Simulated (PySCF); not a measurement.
```xyz
21

N     2.7354    0.8009   -0.6579
B     2.0432   -0.4090   -0.8127
N     1.0801   -0.8560    0.1046
C     0.5899   -0.2155    1.2990
C    -0.8526    0.2863    1.1644
C    -1.8370   -0.8517    0.8136
Si   -1.9690   -0.2225   -0.9863
C    -1.0350    1.1750   -0.0856
H     2.6124    1.4286    0.1166
H     3.4497    1.1018   -1.2942
H     2.2823   -1.0805   -1.7463
H     0.6137   -1.7291   -0.0786
H     0.6416   -0.9159    2.1462
H     1.2382    0.6320    1.5341
H    -1.1180    0.7995    2.0938
H    -1.4418   -1.8479    1.0029
H    -2.7635   -0.7640    1.3790
H    -1.2261   -0.9716   -1.9971
H    -3.3229    0.0896   -1.4557
H    -1.6359    2.0575    0.1276
H    -0.0936    1.5094   -0.5133
```

Geometry: GFN2-xTB.

All numbers below come from PBE0/pcSseg-1, SCF density, gas phase, non-relativistic in PySCF 2.14.0.

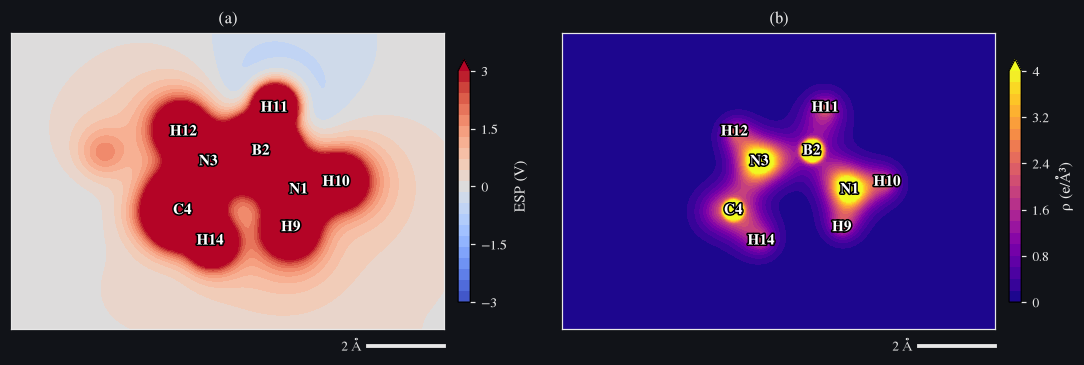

C$_{4}$H$_{13}$BN$_{2}$Si. (a) electrostatic potential; (b) electron density on the plane of atoms B2, N3 and H12.

What does the map show?

- The plane passes through N, B, C and H nuclei.
- B–N (1.40 Å): ρ is about 1.9 e/Å³ halfway.
- C–N (1.44 Å): ρ at the midpoint is about 1.9 e/Å³.
- N–H (1.00 Å): ρ at the midpoint is about 2.9 e/Å³.
- C–H (1.09 Å): ρ is about 2 e/Å³ halfway.
- B–H (1.17 Å): ρ is about 1.3 e/Å³ halfway.
- Outside the dense part of the molecule the potential is most negative (−0.5 V) near H11.
